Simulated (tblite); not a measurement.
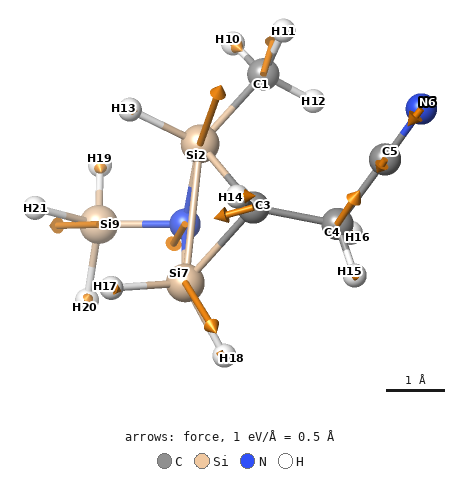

Starting geometry of C4H12N2Si3 with the computed forces as orange arrows. The picture is a ball-and-stick view, seen at a tilt.

The calculation used tblite 0.8.0, GFN2-xTB geometry optimisation, gas phase. 

What follows when this structure is relaxed?

Answer. It isn't relaxed: the largest force vector, on a Si atom, is 3.19 eV/Å. The final displacements have little in common with the starting forces (cosine between the two patterns 0.13). The largest move after the best rigid fit is that of an H atom, 0.86 Å. Largest moves by element: H 0.86 Å, N 0.68 Å, Si 0.31 Å, C 0.30 Å. Near-neighbour distances that change, for instance: Si–Si 2.798 → 3.169 Å, Si–Si 2.484 → 2.686 Å, N–Si 1.681 → 1.767 Å, C–Si 1.826 → 1.891 Å. Bond angles that change, for instance: Si–Si–H 103.8° → 124.7°, Si–N–Si 111.2° → 130.5°, Si–Si–H 103.4° → 122.0°. After 140 geometry steps the energy has fallen by 1.098 eV. Cost: 2.9 s on 1 thread of Arm Neoverse N1 (shared host).
